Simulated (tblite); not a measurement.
## Si$_{3}$PNH$_{9}$ (charge −1): geometry relaxation

Si$_{3}$PNH$_{9}$, charge −1, SMILES [SiH3]N([SiH3])[SiH-]P, computed with GFN2-xTB geometry optimisation, gas phase (tblite 0.8.0).

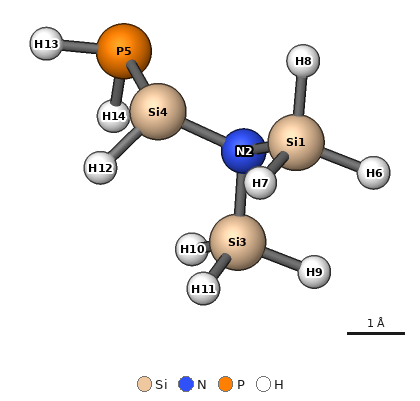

**Figure 1.** The structure as given in the input (ball-and-stick view, seen at a tilt; atoms are numbered from 1 in the order of the input).

### Key numbers

| quantity | value |
| --- | --- |
| outcome | converged |
| total energy | −420.9404 eV |
| hardware | 1 CPU thread, shared host |
| wall time | 6.2 s |
| peak memory | 0.18 GiB |

### Input
```
{"job": {"xc": "GFN2-xTB", "basis": "xTB", "kind": "relax"}, "charge": -1, "multiplicity": 1}
Si    -1.792700     0.494500     0.868700
N     -0.324300    -0.197400     0.449300
Si    -0.510100    -1.220700    -0.870300
Si     0.805400     1.027400     0.163500
P      2.755700     0.377800     0.998400
H     -2.793700    -0.555400     1.201500
H     -2.314600     1.347500    -0.238900
H     -1.614000     1.355100     2.073000
H     -1.445500    -2.319500    -0.526200
H      0.779200    -1.826800    -1.229500
H     -1.054200    -0.471900    -2.042200
H      0.943500     1.343000    -1.265100
H      3.559100     1.320100     0.319100
H      3.005400    -0.674000     0.076600
```

The first line tells a small driver script what to run in tblite; the rest is the geometry in Å.

Run as:
```bash
OMP_NUM_THREADS=1 python <driver script> task.json out
```

### Log
```
step      E/eV     max force
  0    -419.66399    4.750
  1    -420.07805    2.568
  2    -420.27956    1.271
  3    -420.35479    0.810
  4    -420.40018    0.821
  5    -420.43667    0.669
  6    -420.47055    0.493
  7    -420.49390    0.358
  8    -420.50952    0.472
  9    -420.52541    0.467
 10    -420.53664    0.293
 11    -420.54978    0.310
 12    -420.56396    0.425
 13    -420.58051    0.470
 14    -420.59678    0.368
 15    -420.60840    0.214
 16    -420.61516    0.211
 17    -420.62094    0.281
 18    -420.62935    0.294
 19    -420.63847    0.313
 20    -420.64451    0.204
 21    -420.64674    0.132
 22    -420.64839    0.146
 23    -420.65097    0.214
 24    -420.65526    0.294
 25    -420.66133    0.326
 26    -420.66789    0.243
 27    -420.67280    0.162
 28    -420.67531    0.139
 29    -420.67738    0.163
 30    -420.67967    0.149
 31    -420.68183    0.165
 32    -420.68416    0.150
 33    -420.68628    0.157
 34    -420.68788    0.125
 35    -420.68916    0.080
 36    -420.69057    0.109
 37    -420.69232    0.127
 38    -420.69425    0.119
 39    -420.69572    0.091
 40    -420.69679    0.132
 41    -420.69785    0.117
 42    -420.69871    0.104
 43    -420.69934    0.081
 44    -420.70018    0.090
 45    -420.70163    0.116
 46    -420.70373    0.135
 47    -420.70654    0.170
 48    -420.70964    0.158
 49    -420.71237    0.140
 50    -420.71478    0.267
 51    -420.70180    0.521
 52    -420.71863    0.154
 53    -420.72100    0.147
 54    -420.72549    0.412
 55    -420.73036    0.107
 56    -420.73190    0.101
 57    -420.73477    0.156
 58    -420.73636    0.122
 59    -420.74006    0.151
 60    -420.74192    0.154
 61    -420.74447    0.130
 62    -420.74677    0.139
 63    -420.75084    0.207
 64    -420.75625    0.244
 65    -420.76044    0.446
 66    -420.76863    0.215
 67    -420.77292    0.124
 68    -420.77574    0.106
 69    -420.77675    0.099
 70    -420.77872    0.122
 71    -420.78071    0.118
 72    -420.78315    0.135
 73    -420.78561    0.116
 74    -420.78712    0.181
 75    -420.78933    0.101
 76    -420.79088    0.081
 77    -420.79274    0.110
 78    -420.79507    0.131
 79    -420.79795    0.132
 80    -420.80161    0.145
 81    -420.80551    0.164
 82    -420.80881    0.168
 83    -420.80519    0.576
 84    -420.81554    0.159
 85    -420.81944    0.153
 86    -420.82653    0.516
 87    -420.83141    0.099
 88    -420.83437    0.109
 89    -420.82942    0.732
 90    -420.84023    0.131
 91    -420.84305    0.122
 92    -420.84393    0.575
 93    -420.85127    0.126
 94    -420.85367    0.130
 95    -420.85671    0.326
 96    -420.86043    0.089
 97    -420.86247    0.076
 98    -420.86586    0.089
 99    -420.86683    0.084
100    -420.86840    0.123
101    -420.87067    0.104
102    -420.87330    0.149
103    -420.87609    0.173
104    -420.87916    0.158
105    -420.88218    0.232
106    -420.88562    0.146
107    -420.88865    0.146
108    -420.89233    0.157
109    -420.89545    0.148
110    -420.89892    0.157
111    -420.90106    0.099
112    -420.90323    0.082
113    -420.90447    0.074
114    -420.90539    0.091
115    -420.90612    0.113
116    -420.90697    0.123
117    -420.90789    0.115
118    -420.90883    0.090
119    -420.90950    0.068
120    -420.90996    0.050
121    -420.91045    0.046
122    -420.91098    0.056
123    -420.91136    0.064
124    -420.91183    0.062
125    -420.91225    0.058
126    -420.91309    0.052
127    -420.91338    0.043
128    -420.91376    0.043
129    -420.91396    0.052
130    -420.91420    0.045
131    -420.91451    0.071
132    -420.91486    0.068
133    -420.91519    0.066
134    -420.91557    0.052
135    -420.91594    0.045
136    -420.91621    0.043
137    -420.91648    0.050
138    -420.91687    0.067
139    -420.91753    0.091
140    -420.91839    0.082
141    -420.91935    0.105
142    -420.92026    0.069
143    -420.92158    0.091
144    -420.92311    0.111
145    -420.92584    0.113
146    -420.92770    0.084
147    -420.92888    0.072
148    -420.92869    0.113
149    -420.93026    0.053
150    -420.93074    0.051
151    -420.93074    0.051
152    -420.93093    0.049
153    -420.93170    0.045
154    -420.93193    0.047
155    -420.93235    0.031
156    -420.93252    0.033
157    -420.93272    0.036
158    -420.93289    0.034
159    -420.93310    0.036
160    -420.93332    0.038
161    -420.93351    0.033
162    -420.93364    0.033
163    -420.93374    0.028
164    -420.93386    0.028
165    -420.93404    0.045
166    -420.93425    0.048
167    -420.93440    0.027
168    -420.93447    0.018
169    -420.93452    0.021
170    -420.93461    0.036
171    -420.93477    0.051
172    -420.93500    0.056
173    -420.93519    0.040
174    -420.93529    0.024
175    -420.93534    0.020
176    -420.93541    0.029
177    -420.93552    0.030
178    -420.93565    0.032
179    -420.93579    0.033
180    -420.93596    0.037
181    -420.93615    0.044
182    -420.93636    0.040
183    -420.93655    0.040
184    -420.93670    0.031
185    -420.93687    0.039
186    -420.93706    0.056
187    -420.93724    0.055
188    -420.93735    0.035
189    -420.93742    0.020
190    -420.93747    0.021
191    -420.93755    0.035
192    -420.93768    0.053
193    -420.93786    0.058
194    -420.93805    0.043
195    -420.93819    0.026
196    -420.93829    0.028
197    -420.93841    0.039
198    -420.93859    0.046
199    -420.93885    0.054
200    -420.93912    0.047
201    -420.93926    0.032
202    -420.93932    0.019
203    -420.93937    0.016
204    -420.93939    0.013
205    -420.93942    0.012
206    -420.93945    0.012
207    -420.93949    0.011
208    -420.93953    0.013
209    -420.93959    0.017
210    -420.93964    0.023
211    -420.93969    0.023
212    -420.93976    0.023
213    -420.93986    0.025
214    -420.93997    0.021
215    -420.94004    0.017
216    -420.94009    0.012
217    -420.94011    0.011
218    -420.94013    0.011
219    -420.94016    0.016
220    -420.94021    0.023
221    -420.94025    0.021
222    -420.94027    0.011
223    -420.94029    0.007
224    -420.94030    0.007
225    -420.94031    0.012
226    -420.94032    0.016
227    -420.94035    0.017
228    -420.94036    0.010
229    -420.94037    0.006
230    -420.94038    0.006
231    -420.94038    0.007
232    -420.94039    0.011
233    -420.94040    0.012
234    -420.94042    0.010
235    -420.94042    0.006
236    -420.94043    0.004
```

### Trajectory as extended XYZ (Å, eV, eV/Å), 12 frames, from step=0 to step=236
```
14
Properties=species:S:1:pos:R:3:forces:R:3 step=0 energy=-419.66399
Si   -1.7927    0.4945    0.8687   -1.3340   1.4220   1.0320
N    -0.3243   -0.1974    0.4493   -0.7320  -2.4660  -0.0270
Si   -0.5101   -1.2207   -0.8703   -0.0320  -1.2570  -1.0120
Si    0.8054    1.0274    0.1635    1.3850   4.3710   1.2390
P     2.7557    0.3778    0.9984    0.8810  -1.0050  -0.5010
H    -2.7937   -0.5554    1.2015    0.0990   0.1320  -0.1560
H    -2.3146    1.3475   -0.2389   -0.0260  -0.2350   0.3140
H    -1.6140    1.3551    2.0730   -0.0590  -0.3820  -0.4700
H    -1.4455   -2.3195   -0.5262    0.0610   0.1400  -0.0920
H     0.7792   -1.8268   -1.2295   -0.0760  -0.0040  -0.0120
H    -1.0542   -0.4719   -2.0422    0.0240  -0.3160   0.0870
H     0.9435    1.3430   -1.2651    0.1680  -0.5960  -0.8130
H     3.5591    1.3201    0.3191   -0.6240  -0.4690   0.0260
H     3.0054   -0.6740    0.0766    0.2650   0.6620   0.3850
14
Properties=species:S:1:pos:R:3:forces:R:3 step=21 energy=-420.64674
Si   -1.8929    0.5986    0.8973   -0.0270   0.0030   0.0100
N    -0.4598   -0.0331    0.2144    0.0070   0.0520   0.0150
Si   -0.4808   -1.2840   -0.9469    0.0450   0.0360   0.0190
Si    0.8688    1.2359    0.3497   -0.0290   0.0160   0.0040
P     2.8307    0.2281    0.9672   -0.1180  -0.0180  -0.0570
H    -2.8523   -0.4862    1.1857   -0.0070  -0.0070  -0.0410
H    -2.5925    1.5396    0.0011    0.0100  -0.0010  -0.0240
H    -1.6212    1.3135    2.1380    0.0480  -0.0270   0.0440
H    -1.3672   -2.3643   -0.4734   -0.0060  -0.0020  -0.0290
H     0.8506   -1.8471   -1.1798    0.0360  -0.0060   0.0630
H    -0.9890   -0.8328   -2.2657   -0.0320  -0.0460   0.0360
H     1.1645    1.2541   -1.1370   -0.0230   0.0320  -0.0610
H     3.4458    1.2740    0.3238    0.0760   0.0080   0.0720
H     3.0947   -0.5969   -0.0964    0.0200  -0.0390  -0.0520
14
Properties=species:S:1:pos:R:3:forces:R:3 step=42 energy=-420.69871
Si   -1.9146    0.6351    0.8987    0.0090   0.0330   0.0010
N    -0.5074    0.0660    0.1211    0.0020  -0.0300   0.0230
Si   -0.4354   -1.2980   -0.9001   -0.0100  -0.0080   0.0320
Si    0.8558    1.2862    0.2553    0.0140  -0.0080   0.0160
P     2.6920    0.0638    0.8286    0.0080   0.0060  -0.0400
H    -2.8767   -0.4669    1.0705   -0.0550  -0.0170  -0.0010
H    -2.6070    1.6746    0.1100    0.0320   0.0080   0.0020
H    -1.6116    1.1994    2.2150    0.0100  -0.0210  -0.0290
H    -1.3134   -2.3572   -0.3671   -0.0070  -0.0110  -0.0150
H     0.9259   -1.8279   -0.9950   -0.0070  -0.0140   0.0120
H    -0.9031   -1.0015   -2.2737   -0.0120  -0.0050  -0.0120
H     1.0905    1.3741   -1.2434    0.0360  -0.0020   0.0010
H     3.4658    1.1769    0.5940    0.0060  -0.0300  -0.0080
H     3.1385   -0.5250   -0.3359   -0.0260   0.0990   0.0200
14
Properties=species:S:1:pos:R:3:forces:R:3 step=64 energy=-420.75625
Si   -1.8857    0.6871    0.8765    0.0010  -0.1760  -0.1680
N    -0.5100   -0.0310    0.1696    0.0910  -0.1030  -0.0770
Si   -0.4403   -1.4320   -0.8047    0.1250   0.0340  -0.0140
Si    0.8379    1.2021    0.2593   -0.0400  -0.0070   0.0720
P     2.7274   -0.0514    0.5598   -0.0080  -0.0370  -0.2020
H    -3.0146   -0.2623    0.8065   -0.0400   0.0620   0.0160
H    -2.2701    1.9015    0.1439   -0.0340   0.0430   0.0570
H    -1.6236    0.9995    2.2759   -0.0200   0.0850   0.0920
H    -1.3975   -2.4276   -0.2863   -0.0100  -0.0160  -0.0040
H     0.9185   -2.0107   -0.7860   -0.2290   0.0820  -0.0130
H    -0.8288   -1.1653   -2.2193    0.0420  -0.0480   0.1150
H     0.9387    1.3774   -1.2494    0.0300   0.0120  -0.0140
H     3.4137    1.0606    0.9742    0.0430   0.0590   0.0060
H     3.1339    0.1516   -0.7421    0.0470   0.0100   0.1360
14
Properties=species:S:1:pos:R:3:forces:R:3 step=85 energy=-420.81944
Si   -1.8708    0.7000    0.8199   -0.0130  -0.0950  -0.0050
N    -0.4904   -0.0894    0.1906   -0.0260  -0.0190   0.0140
Si   -0.4755   -1.5430   -0.7073   -0.0850  -0.0390   0.0120
Si    0.8725    1.1388    0.2737   -0.0010  -0.0670   0.1170
P     2.8327   -0.0249    0.1487   -0.0190   0.0200  -0.1510
H    -3.0937   -0.0987    0.5864    0.0730   0.0270  -0.0030
H    -2.0884    2.0107    0.1972   -0.0020   0.0080  -0.0090
H    -1.7417    0.8951    2.2692    0.0370   0.0230  -0.0400
H    -1.4996   -2.4757   -0.1749    0.0170   0.1070  -0.0110
H     0.8066   -2.2358   -0.6337    0.0890   0.0330   0.0500
H    -0.7992   -1.3438   -2.1386   -0.0370   0.0090  -0.0120
H     0.7979    1.5121   -1.1914    0.0340  -0.0200  -0.0840
H     3.4125    0.7222    1.1433   -0.0130   0.0020   0.0470
H     3.3364    0.8319   -0.8054   -0.0550   0.0110   0.0750
14
Properties=species:S:1:pos:R:3:forces:R:3 step=107 energy=-420.88865
Si   -1.8599    0.7205    0.7723    0.0170  -0.0290   0.0110
N    -0.4647   -0.0861    0.2115   -0.0080  -0.0660  -0.0520
Si   -0.4605   -1.5713   -0.6257   -0.0760  -0.0880  -0.0880
Si    0.8988    1.1201    0.2792    0.0140   0.1090   0.0290
P     2.8242    0.0844   -0.2752    0.0950   0.0420   0.0340
H    -3.0283   -0.1365    0.5341   -0.0860   0.0180   0.0480
H    -2.1069    1.9978    0.0954    0.0050   0.0200  -0.0090
H    -1.7057    0.9839    2.2048   -0.0310   0.0410  -0.0020
H    -1.5356   -2.4154   -0.0569    0.0840  -0.0230   0.0370
H     0.8336   -2.2320   -0.4882    0.0200  -0.0310   0.0680
H    -0.7873   -1.4925   -2.0672    0.0140   0.0710  -0.0270
H     0.7168    1.6367   -1.1406   -0.0390   0.0400  -0.0090
H     3.2970    0.0622    1.0211    0.0000  -0.0240  -0.0700
H     3.3779    1.3277   -0.4869   -0.0080  -0.0810   0.0300
14
Properties=species:S:1:pos:R:3:forces:R:3 step=128 energy=-420.91376
Si   -1.8736    0.7341    0.7524   -0.0250  -0.0120  -0.0130
N    -0.4705   -0.0694    0.2046   -0.0040   0.0140  -0.0010
Si   -0.4119   -1.5660   -0.6124    0.0070   0.0170   0.0110
Si    0.8897    1.1536    0.2953    0.0200  -0.0060   0.0020
P     2.7731    0.1449   -0.4374    0.0300  -0.0310   0.0050
H    -3.0378   -0.1646    0.6900    0.0070   0.0020  -0.0070
H    -2.2050    1.9274   -0.0403   -0.0030  -0.0090   0.0010
H    -1.6653    1.1710    2.1333   -0.0040   0.0180   0.0090
H    -1.4294   -2.4587   -0.0196   -0.0050  -0.0110  -0.0010
H     0.9043   -2.1769   -0.4295    0.0170  -0.0070   0.0070
H    -0.7201   -1.4844   -2.0554   -0.0050   0.0010  -0.0140
H     0.6346    1.7841   -1.0686   -0.0040   0.0190   0.0290
H     3.1524   -0.3148    0.8051   -0.0100   0.0030  -0.0060
H     3.4588    1.3193   -0.2398   -0.0210   0.0020  -0.0240
14
Properties=species:S:1:pos:R:3:forces:R:3 step=150 energy=-420.93074
Si   -1.9252    0.7373    0.6700   -0.0120   0.0100   0.0190
N    -0.4714   -0.0560    0.2712    0.0010   0.0260   0.0020
Si   -0.3810   -1.5299   -0.5853   -0.0090   0.0180  -0.0140
Si    0.9753    1.0297    0.5681    0.0200   0.0050  -0.0030
P     2.6933    0.1465   -0.5895    0.0080  -0.0040  -0.0190
H    -3.0088   -0.2524    0.7813   -0.0010   0.0380   0.0020
H    -2.3681    1.7460   -0.3110   -0.0230  -0.0220   0.0040
H    -1.7251    1.4311    1.9440    0.0120  -0.0060  -0.0220
H    -1.3864   -2.4589   -0.0293   -0.0130  -0.0030  -0.0130
H     0.9374   -2.1324   -0.3983    0.0180  -0.0090   0.0000
H    -0.6748   -1.3965   -2.0271    0.0040  -0.0210   0.0010
H     0.6871    2.0469   -0.5270   -0.0360  -0.0270   0.0120
H     3.1848   -0.5556    0.4890    0.0480   0.0170  -0.0060
H     3.4622    1.2436   -0.2782   -0.0170  -0.0230   0.0370
14
Properties=species:S:1:pos:R:3:forces:R:3 step=171 energy=-420.93477
Si   -1.9286    0.7421    0.6716    0.0050   0.0110  -0.0320
N    -0.4826   -0.0630    0.2660    0.0080   0.0110   0.0050
Si   -0.3914   -1.5337   -0.5954    0.0170  -0.0100   0.0470
Si    0.9791    1.0037    0.5744   -0.0150   0.0080   0.0090
P     2.7144    0.1593   -0.5895    0.0140  -0.0180   0.0030
H    -3.0220   -0.2296    0.8229    0.0030  -0.0060   0.0090
H    -2.3980    1.7291   -0.3216    0.0030  -0.0240   0.0060
H    -1.6937    1.4601    1.9231    0.0040   0.0120   0.0120
H    -1.4074   -2.4602   -0.0541   -0.0050  -0.0010  -0.0080
H     0.9275   -2.1343   -0.3922   -0.0070  -0.0080  -0.0020
H    -0.6622   -1.4109   -2.0394   -0.0110   0.0070  -0.0470
H     0.6766    2.0203   -0.5143   -0.0020   0.0100   0.0070
H     3.2320   -0.5483    0.4740   -0.0050   0.0030  -0.0060
H     3.4556    1.2650   -0.2476   -0.0080   0.0030  -0.0030
14
Properties=species:S:1:pos:R:3:forces:R:3 step=193 energy=-420.93786
Si   -1.9212    0.7343    0.6660   -0.0040  -0.0010   0.0120
N    -0.4736   -0.0750    0.2768   -0.0030   0.0060   0.0010
Si   -0.4016   -1.5321   -0.6101   -0.0010   0.0150  -0.0170
Si    0.9923    0.9781    0.6097   -0.0320  -0.0060   0.0480
P     2.7174    0.1631   -0.5843    0.0210  -0.0120  -0.0210
H    -2.9883   -0.2398    0.9434    0.0070   0.0010   0.0050
H    -2.4523    1.6193   -0.3890   -0.0050  -0.0010  -0.0040
H    -1.6469    1.5540    1.8455   -0.0120  -0.0030  -0.0090
H    -1.4646   -2.4306   -0.1148    0.0040  -0.0080  -0.0030
H     0.8906   -2.1817   -0.3898    0.0060   0.0040   0.0080
H    -0.6338   -1.3767   -2.0618    0.0040   0.0040   0.0160
H     0.6836    2.0337   -0.4349    0.0030   0.0230  -0.0280
H     3.2565   -0.5310    0.4761    0.0120  -0.0090  -0.0070
H     3.4411    1.2841   -0.2550    0.0000  -0.0120   0.0000
14
Properties=species:S:1:pos:R:3:forces:R:3 step=214 energy=-420.93997
Si   -1.9363    0.7288    0.6673    0.0050  -0.0130  -0.0050
N    -0.4774   -0.0641    0.2911   -0.0030  -0.0050  -0.0010
Si   -0.3925   -1.5071   -0.6172    0.0080   0.0000  -0.0010
Si    1.0025    0.9651    0.6368    0.0080   0.0040   0.0090
P     2.7058    0.1478   -0.5940   -0.0070   0.0050   0.0030
H    -2.9594   -0.2550    1.0536   -0.0100  -0.0040   0.0060
H    -2.5320    1.5128   -0.4324   -0.0100   0.0080  -0.0130
H    -1.6543    1.6390    1.7739    0.0030   0.0100   0.0180
H    -1.4710   -2.4127   -0.1714   -0.0050   0.0020   0.0020
H     0.8884   -2.1667   -0.3618    0.0040  -0.0050  -0.0070
H    -0.5816   -1.3195   -2.0697    0.0040  -0.0060   0.0020
H     0.7012    2.0472   -0.3847    0.0060   0.0080  -0.0120
H     3.2559   -0.5695    0.4460   -0.0040  -0.0040  -0.0060
H     3.4501    1.2534   -0.2596    0.0020  -0.0010   0.0050
14
Properties=species:S:1:pos:R:3:forces:R:3 step=236 energy=-420.94043
Si   -1.9392    0.7271    0.6687    0.0010   0.0010   0.0020
N    -0.4767   -0.0572    0.2869    0.0020   0.0010  -0.0010
Si   -0.3842   -1.5027   -0.6169   -0.0010  -0.0020   0.0010
Si    1.0012    0.9768    0.6319    0.0010  -0.0010   0.0020
P     2.7006    0.1563   -0.6008   -0.0020   0.0020   0.0000
H    -2.9553   -0.2584    1.0714   -0.0010  -0.0010  -0.0030
H    -2.5476    1.5006   -0.4330   -0.0010  -0.0020   0.0030
H    -1.6561    1.6444    1.7709    0.0010   0.0020  -0.0020
H    -1.4663   -2.4044   -0.1715   -0.0030  -0.0010  -0.0020
H     0.8943   -2.1656   -0.3567    0.0010   0.0010   0.0000
H    -0.5637   -1.3220   -2.0713   -0.0010   0.0000   0.0010
H     0.7018    2.0585   -0.3920    0.0010  -0.0010  -0.0010
H     3.2292   -0.5949    0.4263    0.0000   0.0020  -0.0010
H     3.4612    1.2411   -0.2360    0.0020  -0.0020   0.0010
```
